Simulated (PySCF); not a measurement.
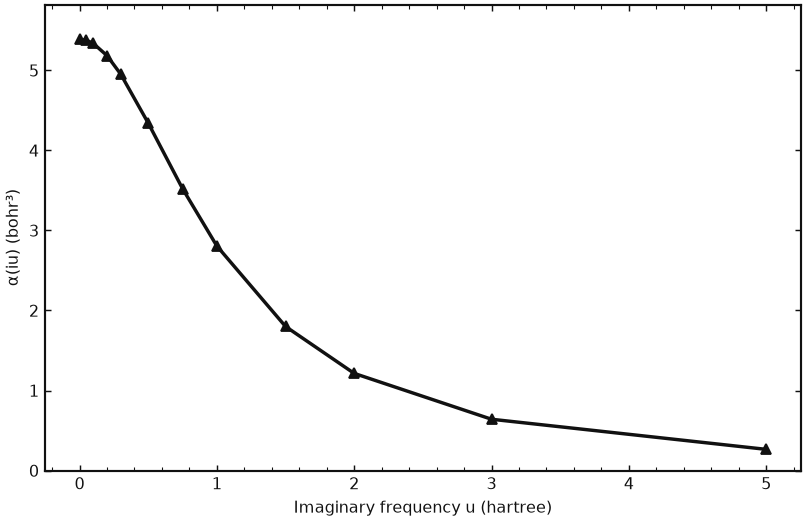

Dipole polarisability at imaginary frequency of K⁺ ([Ar]). Coupled response at the HF level; PySCF, def2-QZVPPD, non-relativistic, unrestricted single determinants, no spin-orbit coupling.

Question: What follows from the curve?

Answer: The static dipole polarisability is 5.39 bohr³; α(iu) falls to half of it near u = 1.0 hartree. The Casimir–Polder integral gives C₆ = 22.9 hartree bohr⁶ for two such species.
